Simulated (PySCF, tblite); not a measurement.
# C₂₈H₁₂O₂: electronic excitations, NMR shifts

Aim: compute the electronic excitations, NMR shifts of C₂₈H₁₂O₂ (`O=c1ccc2c3cccc4c(=O)c5cccc6c7cccc8cc1c2c(c87)c(c56)c43`).

Programs: tblite 0.8.0 and PySCF 2.14.0, with routines of our own; each step states its level. All values are computed. Atoms count from 0.

## 1. The system as given

42 atoms, charge 0, multiplicity 1; geometry from: force field, distance geometry or constructed start.

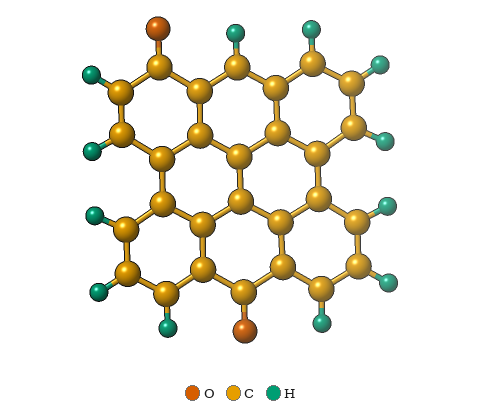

The starting geometry (oxygen orange, carbon amber, hydrogen teal).

## 2. Optimising the geometry with GFN2-xTB

The job: settings as JSON, then the geometry in Å.

```
{"job": {"kind": "relax", "xc": "GFN2-xTB", "basis": "xTB"}, "charge": 0, "multiplicity": 1}
O     -3.386400     4.177800     0.549800
C     -3.130400     2.996000     0.394600
C     -4.201000     1.997600     0.289100
C     -3.930500     0.706700     0.118100
C     -2.546700     0.180400     0.049900
C     -2.274900    -1.203800    -0.130800
C     -3.281500    -2.197200    -0.245700
C     -2.987100    -3.548300    -0.411700
C     -1.669500    -3.957200    -0.476200
C     -0.657200    -3.002600    -0.365400
C      0.740300    -3.476100    -0.441000
O      0.992300    -4.667500    -0.589300
C      1.823500    -2.478700    -0.320400
C      3.147500    -2.941500    -0.397800
C      4.183400    -2.034500    -0.292800
C      3.898200    -0.685700    -0.115700
C      2.573100    -0.180000    -0.045900
C      2.275800     1.202500     0.127400
C      3.272500     2.212100     0.246400
C      2.965900     3.558600     0.417000
C      1.636000     3.954700     0.477200
C      0.619400     3.002800     0.367000
C     -0.700200     3.424300     0.438200
C     -1.741500     2.486100     0.324400
C     -1.485700     1.118600     0.153600
C     -0.143400     0.679100     0.088300
C      0.924300     1.625500     0.192400
C      0.151000    -0.691900    -0.086300
C      1.506900    -1.114700    -0.154800
C     -0.915700    -1.625200    -0.190000
H     -5.217000     2.376900     0.343400
H     -4.769900     0.023500     0.047900
H     -4.337800    -1.943800    -0.202600
H     -3.790200    -4.281700    -0.492600
H     -1.432400    -5.006700    -0.612300
H      3.356900    -3.997700    -0.531600
H      5.215100    -2.381700    -0.349300
H      4.759700    -0.021800    -0.050400
H      4.331400     1.960600     0.203300
H      3.752600     4.298300     0.499700
H      1.407800     5.003900     0.612800
H     -0.938400     4.468200     0.568700
```

Command:

```sh
OMP_NUM_THREADS=2 python large_run.py task.json out
```

This one command runs all jobs of the session in turn.

Standard output:

```text
step      E/eV     max force
  0   -2020.77278    2.368
  1   -2020.93136    1.296
  2   -2020.97527    0.319
  3   -2020.99919    0.348
  4   -2021.01742    0.274
  5   -2021.03059    0.193
  6   -2021.04041    0.181
  7   -2021.04557    0.144
  8   -2021.04852    0.105
  9   -2021.05110    0.091
 10   -2021.05296    0.071
 11   -2021.05392    0.054
 12   -2021.05444    0.052
 13   -2021.05482    0.037
 14   -2021.05511    0.027
 15   -2021.05532    0.028
 16   -2021.05551    0.026
 17   -2021.05570    0.026
 18   -2021.05584    0.024
 19   -2021.05593    0.021
 20   -2021.05599    0.015
```

Wall time 0.52 s (2 threads of Arm Neoverse V2, shared host); peak memory 0.18 GiB.

Relaxation path:

```
step  energy from step 0 (eV)  largest force (eV/Å)
   0                   0.0000                2.3681
   1                  -0.1586                1.2968
   2                  -0.2025                0.3186
   3                  -0.2264                0.3484
   4                  -0.2446                0.2735
   5                  -0.2578                0.1931
   6                  -0.2676                0.1811
   7                  -0.2728                0.1437
   8                  -0.2757                0.1049
   9                  -0.2783                0.0905
  10                  -0.2802                0.0713
  11                  -0.2811                0.0540
  12                  -0.2817                0.0518
  13                  -0.2820                0.0366
  14                  -0.2823                0.0279
  15                  -0.2825                0.0276
  16                  -0.2827                0.0261
  17                  -0.2829                0.0262
  18                  -0.2831                0.0235
  19                  -0.2831                0.0212
  20                  -0.2832                0.0153
```

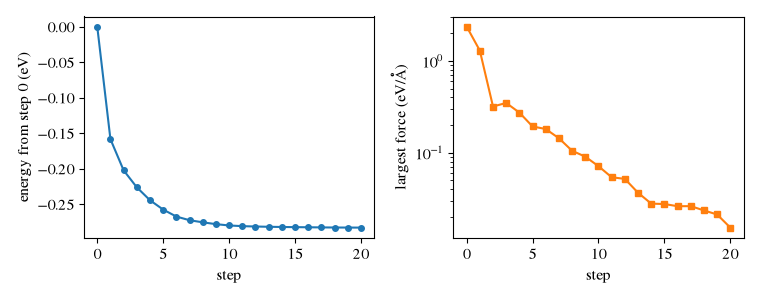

Energy and force, step by step.

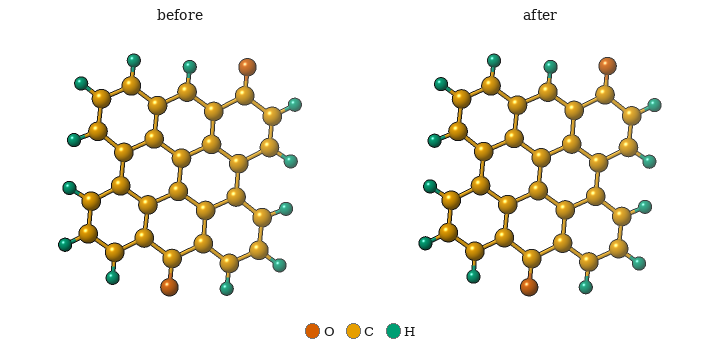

The geometry before (left) and after (right).

Close pairs (by a distance rule), those that changed most:

```
   bond  before (Å)  after (Å)  change (Å)
  C3–C4       1.482      1.435      -0.047
C22–C23       1.406      1.365      -0.041
C23–C24       1.402      1.431      +0.029
C21–C22       1.387      1.415      +0.028
C17–C18       1.424      1.397      -0.027
C16–C17       1.425      1.449      +0.024
  C6–C7       1.393      1.371      -0.022
C15–C16       1.420      1.401      -0.019
```

The next job starts from the end point, and lists it.

## 3. Vibrational analysis with GFN2-xTB

The job: settings as JSON, then the geometry in Å.

```
{"job": {"kind": "ir", "xc": "GFN2-xTB", "basis": "xTB"}, "charge": 0, "multiplicity": 1}
O     -3.399185     4.198982     0.551530
C     -3.150699     3.010480     0.402501
C     -4.181868     1.994496     0.285678
C     -3.890642     0.689986     0.121150
C     -2.548152     0.188606     0.047048
C     -2.261125    -1.199086    -0.128112
C     -3.273681    -2.173854    -0.239705
C     -2.981945    -3.503077    -0.407406
C     -1.656523    -3.920913    -0.471743
C     -0.629464    -3.003895    -0.367252
C      0.753656    -3.503411    -0.442702
O      1.003737    -4.688884    -0.592416
C      1.816260    -2.491056    -0.326890
C      3.132408    -2.922450    -0.393773
C      4.169579    -2.011640    -0.290453
C      3.891300    -0.672671    -0.120545
C      2.576125    -0.196307    -0.048110
C      2.274191     1.209140     0.130175
C      3.268308     2.183653     0.241753
C      2.961573     3.523055     0.411833
C      1.647913     3.933183     0.475968
C      0.617717     2.994790     0.368527
C     -0.738490     3.394790     0.430806
C     -1.765163     2.501078     0.327936
C     -1.495653     1.106948     0.151824
C     -0.139756     0.675768     0.086134
C      0.921839     1.620535     0.194348
C      0.151506    -0.687208    -0.086240
C      1.514575    -1.124500    -0.153544
C     -0.905975    -1.626495    -0.193400
H     -5.204303     2.337823     0.337600
H     -4.709410    -0.008330     0.041854
H     -4.309496    -1.880010    -0.193736
H     -3.779308    -4.226258    -0.489470
H     -1.402089    -4.961914    -0.603518
H      3.317353    -3.977857    -0.527577
H      5.194127    -2.347595    -0.343056
H      4.718882     0.013528    -0.043097
H      4.308432     1.905310     0.196962
H      3.759720     4.245450     0.493807
H      1.397730     4.975065     0.608143
H     -0.978176     4.440663     0.563791
```

Standard output:

```text
mode    cm-1     km/mol
  1      26.5      0.98
  2      38.4      7.00
  3      52.6      1.20
  4      84.3      0.23
  5      99.9      2.81
  6     135.1      3.13
  7     141.1      1.34
  8     196.1      1.01
  9     216.4      0.20
 10     232.6      2.76
 11     261.1      2.37
 12     273.4      0.39
 13     278.4      0.19
 14     298.3      0.51
 15     302.8      0.32
 16     319.5      0.24
 17     325.5      0.12
 18     338.0      5.84
 19     350.2      0.15
 20     387.3      5.96
 21     416.3      2.15
 22     437.5      1.14
 23     454.7      0.23
 24     465.4      6.07
 25     468.2      0.25
 26     472.7      0.55
 27     482.7      1.89
 28     505.3      3.83
 29     513.4      1.64
 30     539.9      2.79
 31     559.6      2.25
 32     564.2      0.79
 33     570.5      7.86
 34     590.4      0.10
 35     597.7      0.13
 36     606.4      0.24
 37     643.8      2.47
 38     649.7      7.93
 39     650.6      0.67
 40     696.2      9.82
 41     701.5      0.29
 42     712.1      0.09
 43     732.4      1.17
 44     747.8      3.54
 45     751.8     22.39
 46     766.0      3.47
 47     774.4     10.89
 48     779.4      5.71
 49     792.5      8.24
 50     806.3     15.09
 51     819.8      3.19
 52     822.0     37.13
 53     874.8      7.03
 54     875.1      1.49
 55     892.2      3.50
 56     894.1      3.40
 57     897.7      1.21
 58     902.1      1.34
 59     919.8      0.27
 60     923.6      0.16
 61     927.1      0.06
 62     927.5      0.09
 63     948.6      2.70
 64     983.4      0.83
 65    1016.2      8.66
 66    1064.2     15.13
 67    1098.5      0.36
 68    1112.1      1.88
 69    1128.1      2.05
 70    1138.2     12.12
 71    1157.5      1.38
 72    1163.5      1.07
 73    1181.7      3.85
 74    1187.4      6.77
 75    1199.8      7.18
 76    1206.1      6.76
 77    1222.0      8.14
 78    1230.8      1.17
 79    1259.5     24.88
 80    1272.1     42.40
 81    1281.9     55.56
 82    1291.2      9.25
 83    1315.8     16.78
 84    1337.2     18.69
 85    1339.9      0.65
 86    1347.0      4.79
 87    1357.8     24.73
 88    1380.7     11.78
 89    1390.4     11.86
 90    1394.1      4.99
 91    1400.9      8.33
 92    1410.4      7.54
 93    1420.8      0.30
 94    1444.4     27.13
 95    1459.2      2.30
 96    1463.5     12.22
 97    1481.9     12.17
 98    1514.8     31.84
 99    1529.7     11.10
100    1536.5     10.00
101    1556.4     81.65
102    1569.8     40.23
103    1573.4     62.01
104    1575.0      2.85
105    1585.0     47.49
106    1609.9     40.60
107    1657.1    797.11
108    1665.5    234.78
109    3080.4      2.35
110    3085.0      7.23
111    3085.4     12.01
112    3087.5     17.30
113    3088.3     14.73
114    3095.3     42.33
115    3098.2     13.45
116    3098.6      6.68
117    3100.0     12.57
118    3106.6      4.40
119    3113.8     39.01
120    3117.0     38.92
```

Wall time 5.5 s (2 threads of Arm Neoverse V2, shared host); peak memory 0.18 GiB.

Which atoms move in the most intense modes:

```
cm⁻¹  km/mol                                   atoms
1272    42.4                      C10 25 %, C12 11 %
1282    55.6                      H38 14 %, C17 11 %
1556    81.7  C14 22 %, C13 20 %, C28 13 %, C16 12 %
1573    62.0  C20 18 %, C19 15 %, C23 14 %, C22 12 %
1585    47.5                        C9 15 %, C6 14 %
1657   797.1                        C1 54 %, O0 31 %
1666   234.8                      C10 56 %, O11 33 %
3095    42.3                      H40 52 %, H39 29 %
```

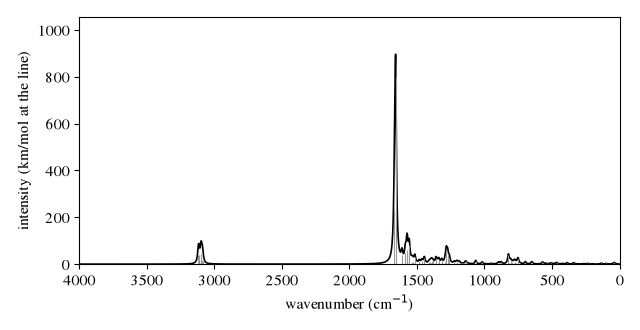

The infrared spectrum from these modes, unscaled. Lines are broadened to a width of 14 cm⁻¹ (Lorentzian).

## 4. Electronic excitations: TDA PBE0/def2-SVP

Settings changed since step 3:

```diff
@@ -1,2 +1,2 @@
-{"job": {"kind": "ir", "xc": "GFN2-xTB", "basis": "xTB"}, "charge": 0, "multiplicity": 1}
+{"job": {"kind": "uv", "basis": "def2-SVP", "grid": 1, "kgrid": 0, "vcut": 1.5, "nstates": 6, "ntriplets": 2, "tda": true, "delta": ["ip_vertical"], "pop": true, "xc": "PBE0"}, "charge": 0, "multiplicity": 1}
 O     -3.399185     4.198982     0.551530
```

Level: TDA PBE0/def2-SVP, vertical, gas phase, core orbitals frozen in the response, virtual orbitals cut by energy.

Standard output:

```text
start: PBE on a coarse grid of 37466 points
cycle   1  E = -1221.7697888911  dE =  5.599e+00  |g| = 1.272e+00  |ddm| = 1.202e+01
cycle   2  E = -1215.6303358808  dE =  6.139e+00  |g| = 4.088e+00  |ddm| = 8.317e+00
cycle   3  E = -1221.4314560843  dE = -5.801e+00  |g| = 1.458e+00  |ddm| = 8.038e+00
cycle   4  E = -1222.0952285036  dE = -6.638e-01  |g| = 4.199e-01  |ddm| = 2.361e+00
cycle   5  E = -1222.0219213650  dE =  7.331e-02  |g| = 5.890e-01  |ddm| = 1.492e+00
cycle   6  E = -1222.1287037775  dE = -1.068e-01  |g| = 2.019e-01  |ddm| = 1.119e+00
cycle   7  E = -1222.1391324836  dE = -1.043e-02  |g| = 9.413e-02  |ddm| = 4.314e-01
cycle   8  E = -1222.1414913719  dE = -2.359e-03  |g| = 3.768e-02  |ddm| = 2.032e-01
cycle   9  E = -1222.1418053243  dE = -3.140e-04  |g| = 1.941e-02  |ddm| = 8.080e-02
cycle  10  E = -1222.1419107514  dE = -1.054e-04  |g| = 6.538e-03  |ddm| = 3.684e-02
final grid: 166188 points
cycle  11  E = -1222.4835312311  dE = -1.312e-02  |g| = 8.849e-02  |ddm| = 2.877e+00
cycle  12  E = -1222.4785643981  dE =  4.967e-03  |g| = 1.770e-01  |ddm| = 3.809e-01
cycle  13  E = -1222.4853635865  dE = -6.799e-03  |g| = 2.319e-02  |ddm| = 3.039e-01
cycle  14  E = -1222.4854841685  dE = -1.206e-04  |g| = 5.380e-03  |ddm| = 4.462e-02
cycle  15  E = -1222.4854883705  dE = -4.202e-06  |g| = 3.351e-03  |ddm| = 1.184e-02
cycle  16  E = -1222.4854932939  dE = -4.923e-06  |g| = 6.442e-04  |ddm| = 6.691e-03
cycle  17  E = -1222.4854920649  dE =  1.229e-06  |g| = 3.886e-04  |ddm| = 1.829e-03
cycle  18  E = -1222.4854933361  dE = -1.271e-06  |g| = 1.185e-04  |ddm| = 7.729e-04
cycle  19  E = -1222.4854934650  dE = -1.289e-07  |g| = 4.368e-05  |ddm| = 4.298e-04
converged SCF energy = -1222.4854934650
Vertical ionisation energy (delta-SCF) = 7.2456 eV   <S^2> = 0.792

Static polarisability (au): isotropic 345.924, principal 109.339 453.231 475.203

Singlet excitations
state   eV       nm        f      main configurations
  1   2.6143    474.3   0.38653   H->L 0.91
  2   2.6381    470.0   0.00004   H-2->L 0.88
  3   2.9191    424.7   0.03490   H-1->L 0.51, H->L+1 0.42
  4   3.0122    411.6   0.00000   H-3->L 0.74, H-3->L+1 0.22
  5   3.3012    375.6   0.16105   H->L+1 0.47, H-1->L 0.32
  6   3.6219    342.3   0.03400   H-4->L 0.71, H-5->L 0.13

Triplet excitations (Tamm-Dancoff, eV): 1.4199 2.3038
```

It took 2.1 min on 2 threads of Arm Neoverse V2, shared host; peak memory 1.7 GiB.

The orbitals next to the gap, with their largest atomic shares:

```
orbital     eV                        atoms
 HOMO−4  -7.68  C24 10 %, C21 10 %, C18 9 %
 HOMO−3  -7.43    O11 67 %, C9 8 %, C12 8 %
 HOMO−2  -7.17     O0 68 %, C23 8 %, C2 8 %
 HOMO−1  -6.90  C17 12 %, C20 11 %, C15 8 %
   HOMO  -6.10    C4 14 %, O0 10 %, C2 10 %
   LUMO  -3.30    C22 10 %, C27 8 %, C4 8 %
 LUMO+1  -2.43  C15 10 %, C13 10 %, C10 9 %
 LUMO+2  -1.37    C5 13 %, C8 11 %, C26 8 %
 LUMO+3  -1.09  C16 11 %, C25 10 %, C13 9 %
```

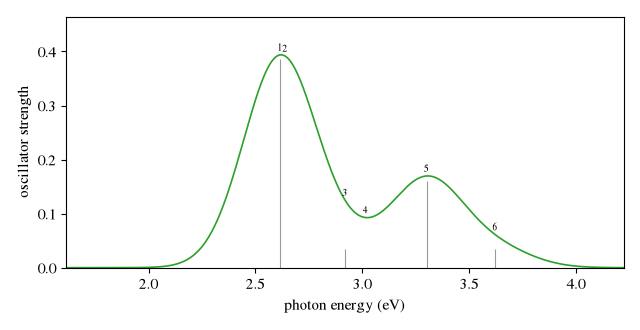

Absorption spectrum from the 6 singlet states computed; above the last one it falls off for lack of states. Lines are broadened to a width of 0.40 eV (Gaussian).

Further results of this job:

```
           property  computed
  dipole moment (D)      2.28
polarisability (Å³)     51.26
 HOMO–LUMO gap (eV)      2.79
      −ε(HOMO) (eV)      6.10
```

(Part 1 of 2 ends here.)
